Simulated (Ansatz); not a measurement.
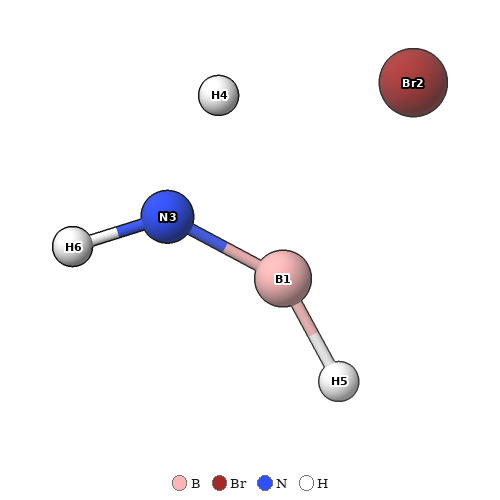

The system is the reacting system BBrH3N (fragments BBrH₃N where the first distance is long, BH₂N + BrH where the second is long); the picture shows the reference structure. First axis: distance Br2–H4 (bond that forms). Second axis: distance B1–Br2 (bond that breaks). Relaxed at each point: all other coordinates. The scan uses a 9 × 9 grid. Points are written as (first, second). Energies: kJ/mol, counted from a guessed transition structure relaxed with its forming and breaking bonds held. Energies and slopes of some neighbouring points disagree (a jump in structure or state, or too coarse a mesh). The reference is spin-restricted, so regions where a bond is pulled apart into radicals lie too high. These are results of RKS wB97X-V/def2-SVP in Ansatz, not measurements.

Its coordinates:

```xyz
6

B    -0.3368    0.2927   -0.5638
Br    0.8174    1.7812    0.8903
N    -0.0271   -0.8271    0.1156
H     0.6803   -0.2047    1.0562
H    -0.9027    0.7705   -1.5007
H    -0.2313   -1.8127    0.0023
```

Range: distance Br2–H4 (bond that forms) from 1.359 to 2.859 Å; distance B1–Br2 (bond that breaks) from 1.836 to 3.036 Å.

### What will the energy surface look like?

The lowest grid point is at (2.859 Å, 1.925 Å), −244 kJ/mol from a guessed transition structure relaxed with its forming and breaking bonds held. It lies at the edge of the scanned range, so the true minimum may lie outside. The highest grid point, (1.359 Å, 1.836 Å), lies 412 kJ/mol above the lowest.

| second ↓, first → | 1.359 | 1.470 | 1.624 | 1.799 | 1.990 | 2.193 | 2.406 | 2.628 | 2.859 |
| --- | --- | --- | --- | --- | --- | --- | --- | --- | --- |
| 3.036 | −1 | −4 | 26 | 50 | 49 | 42 | 36 | 31 | 27 |
| 2.852 | 10 | 8 | 36 | 42 | 26 | 10 | −3 | −11 | −16 |
| 2.674 | 25 | 23 | 45 | 24 | −5 | −28 | −46 | −57 | −64 |
| 2.503 | 45 | 43 | 39 | −2 | −41 | −71 | −92 | −106 | −114 |
| 2.341 | 67 | 62 | 24 | −31 | −78 | −113 | −137 | −153 | −162 |
| 2.188 | 84 | 68 | 7 | −59 | −112 | −151 | −178 | −195 | −205 |
| 2.048 | 104 | 73 | −3 | −76 | −134 | −176 | −206 | −224 | −234 |
| 1.925 | 134 | 88 | 2 | −77 | −139 | −184 | −215 | −234 | −244 |
| 1.836 | 168 | 113 | 20 | −62 | −127 | −173 | −205 | −225 | −235 |

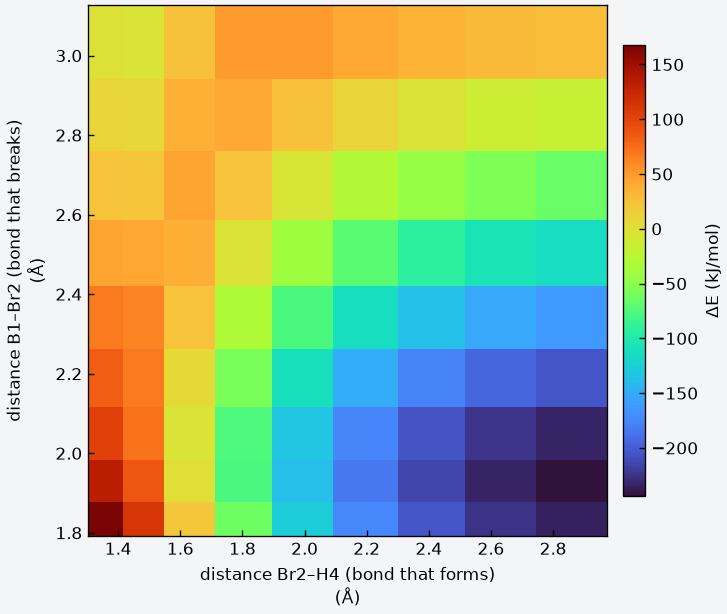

The picture shows one coloured cell a grid point.

The whole map (81 points run) took 21 min on 1 thread of AMD EPYC 9R45 96-Core Processor (Zen 5) (shared host).
